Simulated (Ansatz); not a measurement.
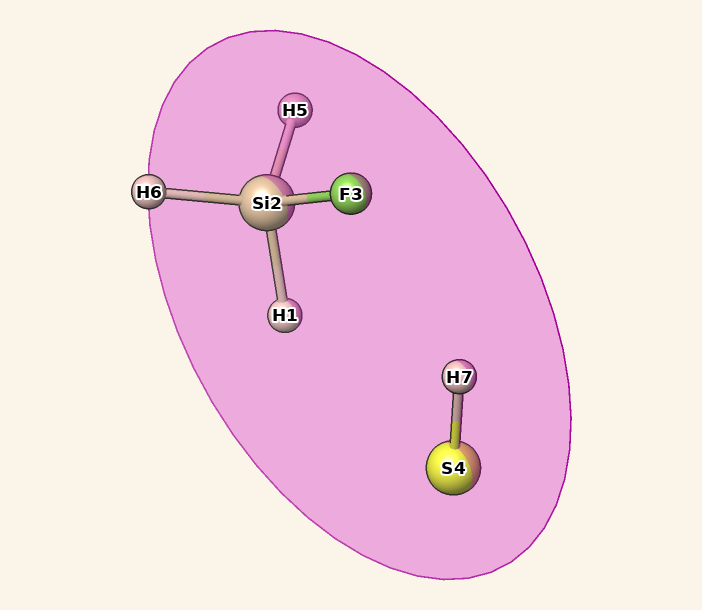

A disc through the centre of mass is drawn in. Atoms fade into the background with distance from the viewer. The species is neutral and a spin doublet. The computed geometry is a stationary point of PBE0-D4/def2-TZVP, a saddle point of order 1.

### Is the plane of the disc a mirror plane of the structure?

Yes. The reflection leaves H1, Si2, F3, S4, H7 in place and moves H5 ↔ H6. The point group is Cs.
